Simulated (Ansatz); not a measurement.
# (H2B-mu-SH)2 (B2H6S2): a spread of methods and bases

How do the results and run time of (H2B-mu-SH)2 (B2H6S2) respond when the settings are drawn wide?

Method: the settings change from run to run; program: Ansatz 0.2.0, Gaussian basis.

## (1) The geometry

The geometry comes from an earlier relaxation with PBE-D4/def2-SVP; it is a stationary point, not always the lowest conformer.

10 atoms, charge 0, spin multiplicity 1.

Atoms are counted from 1 here; the program's logs count them from 0.

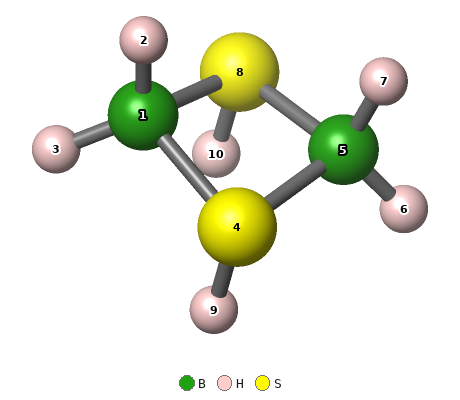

The structure; boron green, hydrogen pink, sulfur yellow; atoms are numbered from 1 in the order of the file.

## (2) PBE0-DH/6-31++G**

Set apart from the defaults: atoms shaken by 0.08 Å, relativity set to none, the search for lower states set to full.

Contents of in.yaml:

```yaml
crystal:
  periodic: [false, false, false]
  atoms:
    - {symbol: B, position_ang: [1.299630, -0.018982, 0.342676]}
    - {symbol: H, position_ang: [1.403671, 0.385441, 1.599172]}
    - {symbol: H, position_ang: [2.259485, 0.002126, -0.376807]}
    - {symbol: S, position_ang: [0.070765, 1.448591, -0.367131]}
    - {symbol: B, position_ang: [-1.331697, 0.030417, 0.111955]}
    - {symbol: H, position_ang: [-2.222238, -0.178671, -0.440890]}
    - {symbol: H, position_ang: [-1.701307, 0.261756, 1.369607]}
    - {symbol: S, position_ang: [0.036789, -1.314772, 0.421744]}
    - {symbol: H, position_ang: [0.044653, 1.263450, -1.524372]}
    - {symbol: H, position_ang: [0.195828, -1.746915, -0.980212]}
basis:
  gaussian: {orbitals: "6-31++G**"}
hamiltonian: {xc: {name: PBE0-DH}, pseudopotentials: {relativity: none}}
scf: {lower_state_search: full}
```

On the command line:

```
> ansatz run in.yaml --threads 4 --pin off --events-out ev --progress --plain --max-ram 3916MiB
```

Output:

```text
Functional definition: PBE0-DH
  name "PBE0-DH"
  cite "Brémond & Adamo, J. Chem. Phys. 135, 024106 (2011) doi:10.1063/1.3604569"
  cite "Perdew, Burke & Ernzerhof, Phys. Rev. Lett. 77, 3865 (1996) doi:10.1103/PhysRevLett.77.3865"
  parameter a = 1/2
  parameter c = 1/8
  exchange = (1 - a)*pbe_x + a*exact_x
  correlation = (1 - c)*pbe_c + c*(mp2_os + mp2_ss)
1059 factors; integrals over basis functions are off by at most 1.5e-3 eV
mean field evaluation 1: about -23103.9533 eV, gradient 2.6e1 eV
mean field evaluation 2: about -23104.4329 eV, gradient 2.5e1 eV
mean field evaluation 4: about -23106.5899 eV, gradient 2.5e0 eV
mean field evaluation 8: about -23106.6137 eV, gradient 1.7e-1 eV
mean field evaluation 16: about -23106.6138 eV, gradient 3.3e-5 eV
mean field -23106.61382026 eV, -849.1523956693 hartree, gradient 1.7e-6 eV, S^2 0.000000; 0 other end points of the search recorded, 0 dependent functions left out
12 core orbitals not correlated: weight in the atoms' cores, before any rotation towards them, 1.000 or more for the frozen orbitals, at most 0.000 for the correlated occupied ones
reference -23106.61387272 eV, -849.1523975969 hartree; 12, 12 occupied and 96, 96 virtual orbitals, 1059 factors
second order -16.12381246 eV of doubles, -0.00000000 eV of singles
Total energy: -23108.62934927 eV, -849.2264649943 hartree
```

Wall time 1.9 s (4 threads of Arm Neoverse V2, shared host).

## (3) HF/def2-mTZVPP

Contents of in.yaml:

```yaml
crystal:
  periodic: [false, false, false]
  atoms:
    - {symbol: B, position_ang: [1.244154, 0.088281, 0.391522]}
    - {symbol: H, position_ang: [1.403382, 0.329217, 1.574003]}
    - {symbol: H, position_ang: [2.235642, -0.044665, -0.299020]}
    - {symbol: S, position_ang: [-0.011950, 1.463114, -0.276628]}
    - {symbol: B, position_ang: [-1.290947, 0.032051, 0.203533]}
    - {symbol: H, position_ang: [-2.162965, -0.142237, -0.625191]}
    - {symbol: H, position_ang: [-1.633223, 0.261867, 1.348828]}
    - {symbol: S, position_ang: [0.008906, -1.455307, 0.315205]}
    - {symbol: H, position_ang: [0.092995, 1.204343, -1.614329]}
    - {symbol: H, position_ang: [0.114006, -1.736665, -1.017913]}
basis:
  gaussian: {orbitals: def2-mTZVPP}
hamiltonian: {xc: {name: HF}}
output: {forces: true}
```

The command is unchanged.

Output, shortened:

```text
Functional definition: HF
  name "HF"
  cite "Fock, Z. Phys. 61, 126 (1930) doi:10.1007/BF01340294"
  parent pbe
[...]
1124 factors; integrals over basis functions are off by at most 1.3e-3 eV
[...]
mean field -23074.33860950 eV, -847.9663035508 hartree, gradient 1.4e-5 eV, S^2 0.000000; 0 other end points of the search recorded, 0 dependent functions left out
[...]
reference -23074.33860950 eV, -847.9663035508 hartree; 24, 24 occupied and 98, 98 virtual orbitals, 1124 factors
Total energy: -23074.33860950 eV, -847.9663035508 hartree
Atom 0 at     1.244154     0.088281     0.391522 Å, force     1.171766     0.123135     0.565417 eV/Å
Atom 1 at     1.403382     0.329217     1.574003 Å, force    -0.054193    -0.129379    -0.636101 eV/Å
Atom 2 at     2.235642    -0.044665    -0.299020 Å, force    -0.578002     0.068649     0.358942 eV/Å
Atom 3 at    -0.011950     1.463114    -0.276628 Å, force     0.086992    -0.106515    -1.139706 eV/Å
Atom 4 at    -1.290947     0.032051     0.203533 Å, force    -1.246698     0.069441     0.386090 eV/Å
Atom 5 at    -2.162965    -0.142237    -0.625191 Å, force     0.515177     0.092902     0.440040 eV/Å
Atom 6 at    -1.633223     0.261867     1.348828 Å, force     0.153009    -0.124815    -0.620757 eV/Å
Atom 7 at     0.008906    -1.455307     0.315205 Å, force     0.088604    -0.344794    -1.091325 eV/Å
Atom 8 at     0.092995     1.204343    -1.614329 Å, force    -0.068888     0.253226     0.853012 eV/Å
Atom 9 at     0.114006    -1.736665    -1.017913 Å, force    -0.067766     0.098151     0.884388 eV/Å
Dipole moment:     0.035116    -0.090301    -0.446472 e Å
```

Wall time 0.8 s (4 threads of Arm Neoverse V2, shared host).

Largest force 1.307 eV/Å, dipole 2.19 D.

## (4) CCSD/aug-cc-pVDZ

Options: correlated electrons set to outside_noble_gas.

Edit in.yaml of step 3 so:

```diff
@@ -14,4 +14,5 @@
 basis:
-  gaussian: {orbitals: def2-mTZVPP}
+  gaussian: {orbitals: aug-cc-pVDZ}
 hamiltonian: {xc: {name: HF}}
-output: {forces: true}
+correlation: {method: ccsd, electrons: outside_noble_gas}
+scf: {omitted_lower_state_checks: [starts]}
```

Launched as before.

Output, shortened:

```text
Functional definition: HF
  name "HF"
  cite "Fock, Z. Phys. 61, 126 (1930) doi:10.1007/BF01340294"
  parent pbe
[...]
1520 factors; integrals over basis functions are off by at most 1.0e-3 eV
[...]
mean field -23073.91983471 eV, -847.9509138611 hartree, gradient 1.1e-6 eV, S^2 0.000000; 0 other end points of the search recorded, 0 dependent functions left out
12 core orbitals not correlated: weight in the atoms' cores, before any rotation towards them, 1.000 or more for the frozen orbitals, at most 0.000 for the correlated occupied ones
reference -23073.91983471 eV, -847.9509138611 hartree; 12, 12 occupied and 130, 130 virtual orbitals, 1520 factors
second order -13.75833125 eV of doubles, -0.00000000 eV of singles
cycle   1  -14.84426513 eV  change    -1.1e0 eV  update   9.2e-2
[...]
cycle   9  -15.36163883 eV  change    1.1e-6 eV  update   1.0e-5
Total energy: -23089.28147354 eV, -848.5154436755 hartree
Checks for a lower state left out: starts
```

Wall time 7 s (4 threads of Arm Neoverse V2, shared host); peak memory 1.2 GiB.

T1 0.011.

## (5) SPW92/def2-mTZVPP

This run has charge +1, multiplicity 2, relativity set to none.

Edit in.yaml of step 4 so:

```diff
@@ -14,5 +14,7 @@
 basis:
-  gaussian: {orbitals: aug-cc-pVDZ}
-hamiltonian: {xc: {name: HF}}
-correlation: {method: ccsd, electrons: outside_noble_gas}
+  gaussian: {orbitals: def2-mTZVPP}
+total_charge: 1
+magnetization: {spin_polarized: true, initial_magnetization: 1}
+hamiltonian: {xc: {name: SPW92}, pseudopotentials: {relativity: none}}
 scf: {omitted_lower_state_checks: [starts]}
+output: {forces: true}
```

Launched as before.

Output, shortened:

```text
Functional definition: SPW92
  name "SPW92"
  cite "Dirac, Proc. Camb. Phil. Soc. 26, 376 (1930) doi:10.1017/S0305004100016108"
  cite "Slater, Phys. Rev. 81, 385 (1951) doi:10.1103/PhysRev.81.385"
  cite "Perdew & Wang, Phys. Rev. B 45, 13244 (1992) doi:10.1103/PhysRevB.45.13244"
[...]
1192 factors; their error is unknown
[...]
mean field -23021.70615063 eV, -846.0320963629 hartree, gradient 5.0e-6 eV, S^2 0.751029; 0 other end points of the search recorded, 0 dependent functions left out
[...]
reference -23021.70619125 eV, -846.0320978557 hartree; 24, 23 occupied and 98, 99 virtual orbitals, 1192 factors
Total energy: -23021.70619125 eV, -846.0320978557 hartree
Atom 0 at     1.244154     0.088281     0.391522 Å, force    -1.181781     0.158841     0.825600 eV/Å
Atom 1 at     1.403382     0.329217     1.574003 Å, force    -0.484432    -0.035964    -0.160401 eV/Å
Atom 2 at     2.235642    -0.044665    -0.299020 Å, force    -0.259505    -0.161369    -0.786836 eV/Å
Atom 3 at    -0.011950     1.463114    -0.276628 Å, force    -0.012062     0.433227     0.032921 eV/Å
Atom 4 at    -1.290947     0.032051     0.203533 Å, force     1.038953     0.208455     0.990262 eV/Å
Atom 5 at    -2.162965    -0.142237    -0.625191 Å, force     0.379523    -0.147277    -0.739417 eV/Å
Atom 6 at    -1.633223     0.261867     1.348828 Å, force     0.503873    -0.014099    -0.087150 eV/Å
Atom 7 at     0.008906    -1.455307     0.315205 Å, force    -0.006124    -0.386376     0.199204 eV/Å
Atom 8 at     0.092995     1.204343    -1.614329 Å, force     0.010684    -0.017416    -0.139148 eV/Å
Atom 9 at     0.114006    -1.736665    -1.017913 Å, force     0.010872    -0.038020    -0.135037 eV/Å
Dipole moment:     0.036031    -0.092659    -0.458186 e Å
Checks for a lower state left out: starts
```

Wall time 1.4 s (4 threads of Arm Neoverse V2, shared host).

Largest force 1.450 eV/Å, ⟨S²⟩ 0.751.

## (6) The runs in one table

| level | charge | multiplicity | geometry | functions | energy (eV) | time |
| --- | --- | --- | --- | --- | --- | --- |
| PBE0-DH/6-31++G** | 0 | 1 | shaken | 120 | -23108.629 | 1.9 s |
| HF/def2-mTZVPP | 0 | 1 | relaxed | 122 | -23074.339 | 0.8 s |
| CCSD/aug-cc-pVDZ | 0 | 1 | relaxed | 154 | -23089.281 | 7 s |
| SPW92/def2-mTZVPP | 1 | 2 | relaxed | 122 | -23021.706 | 1.4 s |

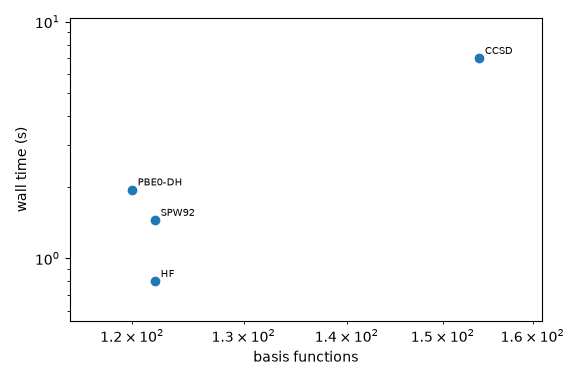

Wall time against the number of basis functions (shared host).

## (7) What came out

| quantity | value |
| --- | --- |
| runs | 4 |
| quickest | HF/def2-mTZVPP, 0.8 s |
| slowest | CCSD/aug-cc-pVDZ, 7 s |
| spread of total energies, same state and geometry | 14.9 eV |

CCSD/aug-cc-pVDZ took 9 times as long as HF/def2-mTZVPP. The jobs differ in tasks and options as well as level. The totals spread over 15 eV; they can't be compared across methods or bases. At the PBE-D4/def2-SVP geometry and in the same state, the sound runs without point charges leave forces up to 1.31 eV/Å (HF/def2-mTZVPP).
